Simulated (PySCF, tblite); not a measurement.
**C6H14BNSi: geometry, infrared bands and NMR shifts**

Wanted: the infrared bands and NMR shifts of C6H14BNSi (`CC#CB(C)N(C)[SiH2]C`), by calculation.

The runs use tblite 0.8.0 and PySCF 2.14.0, with density-fitted response routines of our own; the level of theory stands in each step. All values are computed, except where a source is named. Atoms count from 0, in the outputs and in this text.

**1. The molecule as given**

23 atoms, charge 0, multiplicity 1; geometry from: force field or distance geometry start.

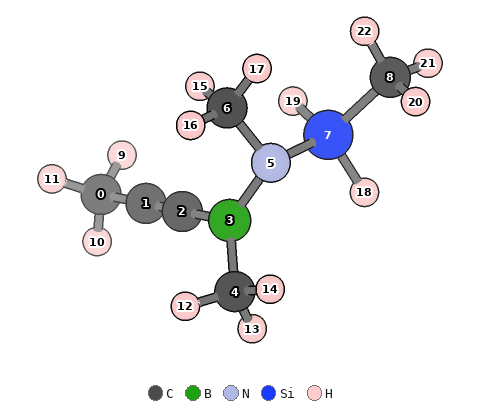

The starting geometry (carbon dark grey, boron green, nitrogen light blue, silicon blue, hydrogen pink), atoms numbered.

**2. Optimising the geometry with GFN2-xTB**

The job: settings as JSON, then the geometry in Å.

```
{"job": {"kind": "relax", "xc": "GFN2-xTB", "basis": "xTB"}, "charge": 0, "multiplicity": 1}
C      3.393600    -0.075900     2.133100
C      2.354400    -0.337300     1.116800
C      1.522500    -0.565600     0.300700
B      0.425500    -0.831400    -0.769700
C      0.561700    -2.119800    -1.684300
N     -0.767100     0.113300    -0.961200
C     -0.294900     1.472600    -1.276100
Si    -1.757700     0.128700     0.545400
C     -3.385600     0.980100     0.220600
H      2.923100     0.454500     2.999800
H      3.821500    -1.033100     2.477600
H      4.177000     0.557700     1.693300
H      1.506700    -2.060100    -2.253900
H      0.567600    -3.034600    -1.067900
H     -0.292700    -2.153000    -2.399000
H      0.283800     1.913600    -0.420000
H      0.340600     1.460200    -2.182300
H     -1.164400     2.121400    -1.493900
H     -2.041100    -1.257000     0.961500
H     -1.040400     0.817200     1.628900
H     -3.909600     0.497100    -0.625700
H     -4.027200     0.920800     1.127500
H     -3.202200     2.057500    -0.012400
```

Started as:

```console
$ OMP_NUM_THREADS=1 python probes_run.py task.json out
```

The driver reads the jobs from task.json and runs them one after another.

**Question.** This job is followed by: GFN2-xTB harmonic vibrations, gas phase; GIAO PBE0/pcSseg-1 NMR shielding, non-relativistic, gas phase. Predict these results of the whole session: strongest single infrared mode (GFN2-xTB); zero-point energy (GFN2-xTB); 13C shifts against TMS (PBE0/pcSseg-1); 1H shifts against TMS (PBE0/pcSseg-1, means over atoms taken as alike); 11B shifts against BF3·OEt2 (PBE0/pcSseg-1); 15N shifts against NH3 (PBE0/pcSseg-1); 29Si shifts against TMS (PBE0/pcSseg-1).

As calculated:

| quantity | value |
| --- | --- |
| strongest single infrared mode (GFN2-xTB) | 1350 cm⁻¹, 446 km/mol |
| zero-point energy (GFN2-xTB) | 115.6 kcal/mol |
| 13C shifts against TMS (PBE0/pcSseg-1) | 118.1, 93.3, 39.8, 6.6, 6.5, -5.0 ppm |
| 1H shifts against TMS (PBE0/pcSseg-1, means over atoms taken as alike) | 4.96, 3.22, 2.21, 0.52, 0.32 ppm |
| 11B shifts against BF3·OEt2 (PBE0/pcSseg-1) | 37.0 ppm |
| 15N shifts against NH3 (PBE0/pcSseg-1) | 108.9 ppm |
| 29Si shifts against TMS (PBE0/pcSseg-1) | -30.3 ppm |

The optimisation took 269 steps and gained 1.137 eV; among the close pairs (by a distance rule), B3–N5 changed most, from 1.533 to 1.410 Å. All 63 modes are real, so the xTB geometry is a minimum. The strongest single mode, at 1350 cm⁻¹, moves mainly B3 and N5. Unscaled tight-binding wavenumbers are off by several per cent, some by more. Its intensities can rank the bands wrongly. At PBE0/pcSseg-1: The largest span, 280 ppm, is at C2, where the paramagnetic term is -166 ppm.
